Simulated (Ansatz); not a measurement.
Ligand exchange: NaBr + C5H10O → NaOH + C5H9Br

Species: NaBr, singlet; C5H10O (cyclopentanol) `OC1CCCC1`, singlet; NaOH `[OH][Na]`, singlet; C5H9Br (bromocyclopentane) `BrC1CCCC1`, singlet. The partners trade Br for OH: Na–Br and C–OH bonds give way to Na–OH and C–Br.

Shapes, held fixed at every level: PBE0-D4/def2-TZVP. Flexible molecules stand in one conformer, not always the lowest. Programs: Ansatz 0.2.0. The zero-point and thermal change to 298 K, harmonic and unscaled (PBE0-D4/def2-TZVP), is -5.9 kJ/mol.

```csv
level,kind,ΔH(298 K) (kJ/mol),less CCSD(T)/def2-TZVPP
HF/def2-TZVPP,Hartree–Fock,+177.1,+43.9
PBE-D4/def2-TZVPP,GGA,+131.0,-2.2
B3LYP-D4/def2-TZVPP,global hybrid,+135.5,+2.3
BHLYP-D4/def2-TZVPP,global hybrid,+150.4,+17.2
PBE0-D4/def2-TZVPP,global hybrid,+144.1,+10.9
MP2/def2-SVP,perturbation theory,+155.0,+21.8
MP2/def2-TZVPP,perturbation theory,+120.5,-12.7
CCSD(T)/def2-TZVPP,coupled cluster or CI,+133.2,0.0
```

The highest level, CCSD(T)/def2-TZVPP, gives ΔH(298 K) = +133.2 kJ/mol; the levels span +120.5 to +177.1. The column of differences is taken from that level and isn't an error. No measured value is set beside it here. Relativity is left out for Br. Outer-core shells of Br, Na are correlated in most correlated rows, in sets that cover them unevenly.

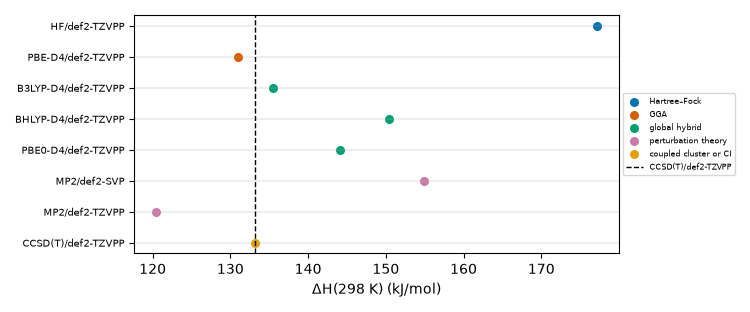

The values of the table, level by level.
